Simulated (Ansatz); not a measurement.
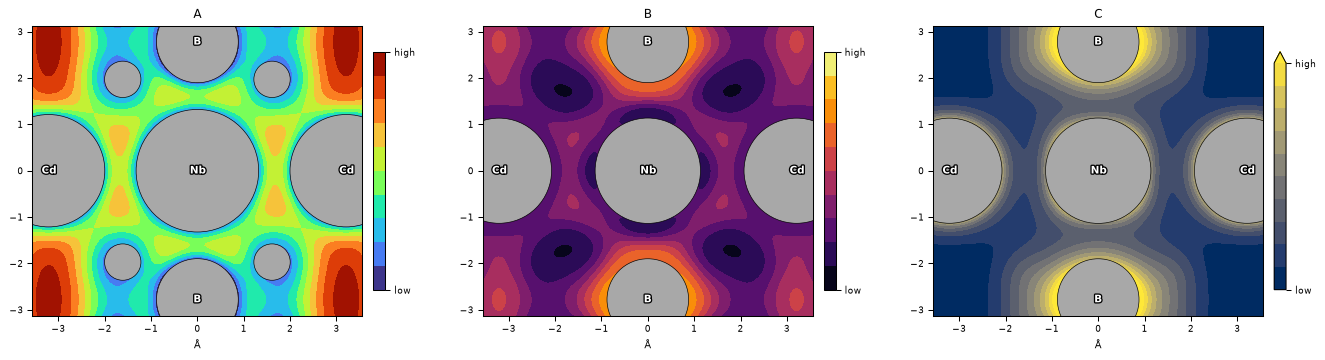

Nb3CdB: 3 fields on the (110) plane of the conventional cell, with unlabelled colour scales. Grey discs cover the atomic cores.

Space group Pmmm; a structure generated by program, which may or may not match a known phase.

Theory: DFT PBE, scalar-relativistic, plane waves, PAW (Ansatz 0.2.0).

```
CELL_PARAMETERS angstrom
2.99847 0.00000 0.00000
0.00000 4.68126 0.00000
0.00000 0.00000 6.41961
ATOMIC_POSITIONS crystal
Nb 0.00000 0.00000 0.00000
Nb 0.00000 0.50000 0.25087
Nb 0.00000 0.50000 0.74913
Cd 0.00000 0.00000 0.50000
B 0.50000 0.50000 0.00000
```

Which field does each panel show? The fields are: electron localisation function, electrostatic potential energy of an electron and valence pseudo-density.

Panel A: electrostatic potential energy of an electron (low next to the atoms, rising into the space between them). Panel B: electron localisation function. Panel C: valence pseudo-density.
